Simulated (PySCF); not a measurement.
**CH6NOSSi3 (SMILES N#C[SiH]S[SiH2]O[SiH3]) (doublet): density, localisation and related maps**

```xyz
13

N    -1.5988    2.3326   -0.3114
C    -1.9263    1.2341   -0.4359
Si   -2.5695   -0.4867   -0.3976
S    -1.1489   -2.0340    0.0176
Si    0.2692   -1.1076    1.3535
O     1.1003   -0.0056    0.5425
Si    1.9595    0.7537   -0.6219
H    -3.2756   -0.8457   -1.6118
H     1.1265   -2.2115    1.7360
H    -0.4629   -0.4062    2.3910
H     2.1664   -0.2108   -1.7025
H     3.2130    1.0983    0.0418
H     1.1428    1.8899   -1.0189
```

Geometry: GFN2-xTB.

Level of theory: UKS B3LYP, pcH-1 on C H N O S Si, non-relativistic, mean-field spin-orbit, GIAO (PySCF 2.14.0, density-fitted response routines).

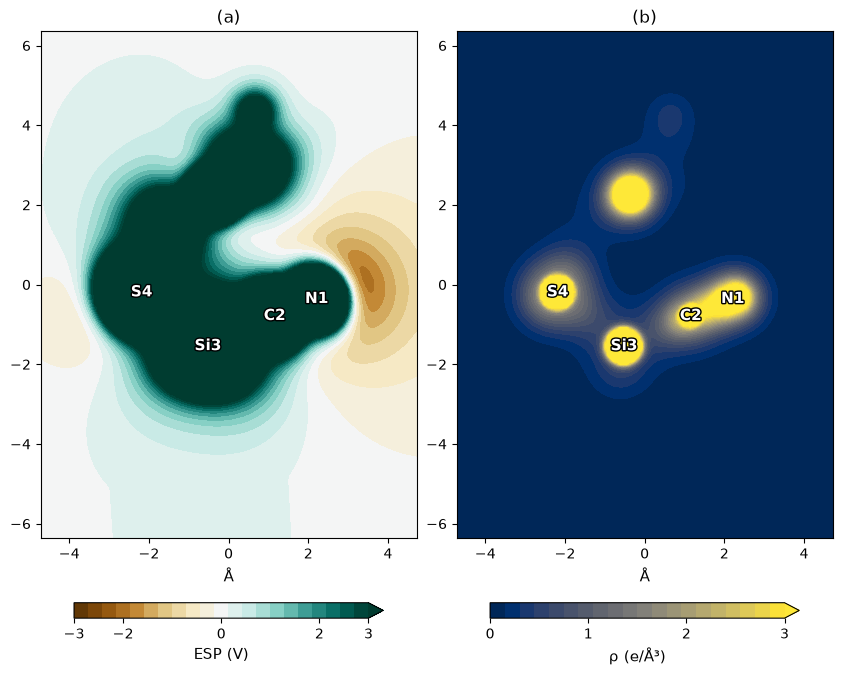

Figure 1. (a) electrostatic potential; (b) total electron density on the plane of atoms C2, Si3 and S4.

Question: What do the fields say about this system?

Answer: The section cuts through N, C, Si and S sites. C–N (1.15 Å): ρ at the midpoint is about 3.6 e/Å³. C–Si (1.84 Å): ρ at the midpoint is about 0.92 e/Å³. Si–S (2.14 Å): ρ at the midpoint is about 0.81 e/Å³. Outside the dense part of the molecule the potential is most negative (−1.9 V) near N1.

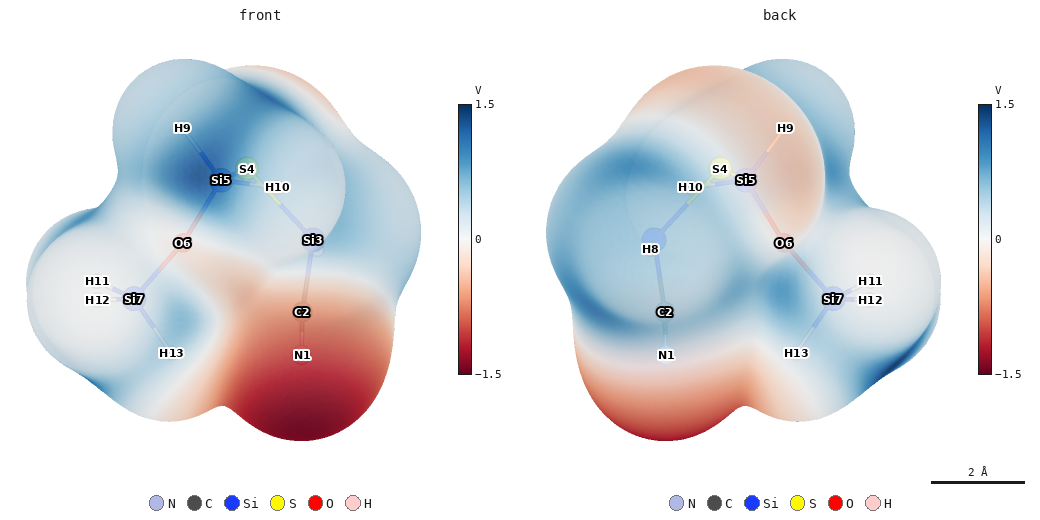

Figure 2. The electrostatic potential painted on the density surface at 0.001 e/bohr³, seen from the front and from behind; the colour scale runs from red (negative) to blue (positive).

Question: Describe the electrostatic potential map.

Answer: The most negative region (about −1.5 V) lies over N1, the most positive (about +1.3 V) over Si5 and Si7. N1 is the likeliest acceptor of a hydrogen bond.
